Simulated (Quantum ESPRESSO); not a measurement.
# Magnetic state of MnS (Browneite) from several starts, part 2 of 2

Aim: find out which collinear order of MnS (Browneite) costs least.

Quantum ESPRESSO 7.5; PBEsol; plane waves with GBRV 1.5 PBEsol potentials, no spin-orbit coupling.

So far, absolute magnetization (μB): step 2 (run 1, typed as ferro +) 4.88.

### 4. Run 3 (antiferro q=(0,0,1/2) +−)

The cell is doubled to 4 atoms to hold this order.

pw.in reads:

```
&CONTROL
  calculation = 'scf'
  prefix = 'pwscf'
  outdir = './tmp'
  pseudo_dir = './pseudo'
  disk_io = 'nowf'
/
&SYSTEM
  ibrav = 0
  nat = 4
  ntyp = 3
  ecutwfc = 40
  ecutrho = 280
  nbnd = 30
  occupations = 'smearing'
  smearing = 'fd'
  degauss = 0.00367493
  nspin = 2
  starting_magnetization(1) = 0.3
  starting_magnetization(2) = -0.3
  starting_magnetization(3) = 0
/
&ELECTRONS
  conv_thr = 8d-09
  electron_maxstep = 150
  mixing_beta = 0.3
/
ATOMIC_SPECIES
Mn1    54.9380 mn_pbesol_v1.5.uspp.F.UPF
Mn2    54.9380 mn_pbesol_v1.5.uspp.F.UPF
S      32.0600 s_pbesol_v1.4.uspp.F.UPF
CELL_PARAMETERS angstrom
   0.0000000000    2.8000000000    2.8000000000
   2.8000000000    0.0000000000    2.8000000000
   5.6000000000    5.6000000000    0.0000000000
ATOMIC_POSITIONS crystal
Mn1     0.0000000000    0.0000000000    0.0000000000
Mn2     0.0000000000    0.0000000000    0.5000000000
S       0.2500000000    0.2500000000    0.1250000000
S       0.2500000000    0.2500000000    0.6250000000
K_POINTS automatic
6 6 3 0 0 0
```

Command:

```
$ OMP_NUM_THREADS=1 mpirun -n 4 pw.x -nk 4 -in pw.in > pw.out
```

Output:

```text
     [... lines left out ...]
Program PWSCF v.7.5 starts
     [... lines left out ...]
     number of atoms/cell      =            4
     [... lines left out ...]
     number of electrons       =        42.00
     number of Kohn-Sham states=           30
     kinetic-energy cutoff     =      40.0000  Ry
     charge density cutoff     =     280.0000  Ry
     scf convergence threshold =      8.0E-09
     [... lines left out ...]
      6 Sym. Ops. (no inversion) found
     [... lines left out ...]
     number of k points=    16  Fermi-Dirac smearing, width (Ry)=  0.0037
     [... lines left out ...]
     iteration # 12     ecut=    40.00 Ry     beta= 0.30
     [... lines left out ...]
     Magnetic moment per site  (integrated on atomic sphere of radius R)
     atom   1 (R=0.253)  charge= 12.9485  magn=  4.0102
     atom   2 (R=0.253)  charge= 12.9485  magn= -4.0102
     atom   3 (R=0.253)  charge=  4.1814  magn=  0.0555
     atom   4 (R=0.253)  charge=  4.1814  magn= -0.0555
     [... lines left out ...]
     the Fermi energy is     7.2785 ev
!    total energy              =    -470.31869782 Ry
     estimated scf accuracy    <          1.6E-09 Ry
     smearing contrib. (-TS)   =      -0.00000348 Ry
     [... lines left out ...]
     total magnetization       =     0.00 Bohr mag/cell
     absolute magnetization    =     9.15 Bohr mag/cell
     convergence has been achieved in  12 iterations
```

Wall time 17 s (4 MPI ranks of AMD EPYC 9R14 (Zen 4), shared host); peak memory 0.52 GiB.

Spin moment in the atom's sphere by atom:

```
atom  spin moment in the atom's sphere (μB)
 Mn1                                   4.01
 Mn2                                  -4.01
  S3                                   0.06
  S4                                  -0.06
```

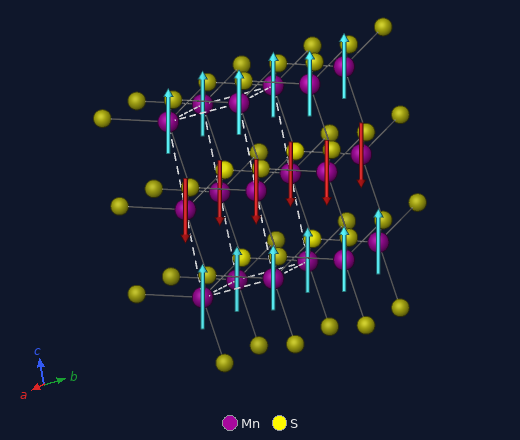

Spin moment in the atom's sphere as arrows, the longest 4.01 μB. Up and down stand for the sign. Arrows give size and sign along the axis of quantisation, drawn up and down the page. The two directions have two colours. 1×2×1 cells are drawn. Some periodic images of atoms are drawn too.

This step gave:

```yaml
smearing_term_ts: 4.73e-5 eV
magnetization: 0 μB
absolute_magnetization: 9.145 μB
final_state: antiferromagnetic
```

### 5. Start 4: no spin polarisation

pw.in reads:

```
&CONTROL
  calculation = 'scf'
  prefix = 'pwscf'
  outdir = './tmp'
  pseudo_dir = './pseudo'
  disk_io = 'nowf'
/
&SYSTEM
  ibrav = 0
  nat = 2
  ntyp = 2
  ecutwfc = 40
  ecutrho = 280
  nbnd = 17
  occupations = 'smearing'
  smearing = 'fd'
  degauss = 0.00367493
/
&ELECTRONS
  conv_thr = 4d-09
  electron_maxstep = 150
  mixing_beta = 0.3
/
ATOMIC_SPECIES
Mn     54.9380 mn_pbesol_v1.5.uspp.F.UPF
S      32.0600 s_pbesol_v1.4.uspp.F.UPF
CELL_PARAMETERS angstrom
   0.0000000000    2.8000000000    2.8000000000
   2.8000000000    0.0000000000    2.8000000000
   2.8000000000    2.8000000000    0.0000000000
ATOMIC_POSITIONS crystal
Mn      0.0000000000    0.0000000000    0.0000000000
S       0.2500000000    0.2500000000    0.2500000000
K_POINTS automatic
6 6 6 0 0 0
```

Output:

```text
     [... lines left out ...]
Program PWSCF v.7.5 starts
     [... lines left out ...]
     number of atoms/cell      =            2
     [... lines left out ...]
     number of electrons       =        21.00
     number of Kohn-Sham states=           17
     kinetic-energy cutoff     =      40.0000  Ry
     charge density cutoff     =     280.0000  Ry
     scf convergence threshold =      4.0E-09
     [... lines left out ...]
     24 Sym. Ops. (no inversion) found
     [... lines left out ...]
     number of k points=    16  Fermi-Dirac smearing, width (Ry)=  0.0037
     [... lines left out ...]
     iteration # 12     ecut=    40.00 Ry     beta= 0.30
     [... lines left out ...]
     the Fermi energy is     6.5840 ev
!    total energy              =    -235.02703355 Ry
     estimated scf accuracy    <          3.4E-09 Ry
     smearing contrib. (-TS)   =      -0.00249287 Ry
     [... lines left out ...]
     convergence has been achieved in  12 iterations
```

Run time: 3.5 s. Hardware: 4 MPI ranks; peak memory 0.32 GiB.

This step gave:

```
smearing term TS : 0.03392 eV
final state      : non-magnetic (no spin polarisation)
```

### 6. Energies of the orders

An order is kept where moments of 0.15 μB or more survive with the typed signs; meshes match where a doubled cell samples the same k points as the first cell.

Orders:

```
                     start        final state  typed order kept  energy over the lowest (meV a seeded atom)  largest site moment (μB)  net moment (μB a cell of the first run)  mesh matched  CPU time (s)
                   ferro +      ferromagnetic               yes                                         287                      4.13                                    4.875           yes         23.26
antiferro q=(0,1/2,1/2) +-  antiferromagnetic               yes                                           0                     3.967                                        0           yes         119.9
  antiferro q=(0,0,1/2) +-  antiferromagnetic               yes                                       64.18                      4.01                                        0           yes         66.28
      no spin polarisation       non-magnetic                 -                                        1864                         0                                        0           yes         12.95
```

### 7. Couplings from the energies

E = −Σ J e·e over ordered pairs of unit vectors, so each pair counts twice. As many shells are taken as there are differences of energy, so the couplings are solved for and no residual tests the model; further shells are folded in, and shells whose pairs keep their relative signs in all orders cancel and are not probed. Couplings from the energies:

```
 pair  distance (Å)  neighbours an atom  J (meV)
Mn-Mn          3.96                  12   -17.94
Mn-Mn           5.6                   6  -0.6313
```

### 8. What came out

```
lowest state found                                                     : antiferromagnetic (from antiferro q=(0,1/2,1/2) +-)
largest site moment                                                    : 3.97 μB
next state with moments                                                : antiferromagnetic, 64.2 meV a seeded atom higher
state without moments                                                  : 1864 meV a seeded atom higher
J of the weightiest shell (Mn-Mn, 3.96 Å; E = −Σ J e·e, ordered pairs) : -17.9 meV
```

What this shows: Forming the moments gains more than four times the spread of the orders, as local moments do. The largest moment changes by 4.0 % between the kept orders, as for well localised moments. Only these 4 starts were compared; other wavevectors, canted and longer-period orders were not. No Hubbard term acts here. In such compounds local and semilocal functionals without one often delocalise the d electrons, and can shrink or lose moments and miss the size, sign and order of the couplings.

[Logs and program files are shortened in this print: banners, set-up blocks, solver, clock and traceback lines can be left out without a mark of their own.]

[Logs are printed without paths, hosts, clocks, repeated set-up lines and the standing remarks that a program may print on its own settings, such as how far it seeks lower states.]

[Hosts, paths, dates, database ids (printed as entryN), source tags and the programs' standing remarks are cut or masked in the printed files.]

[Where a cell is said to come from a database of computed structures, the database is the Materials Project.]
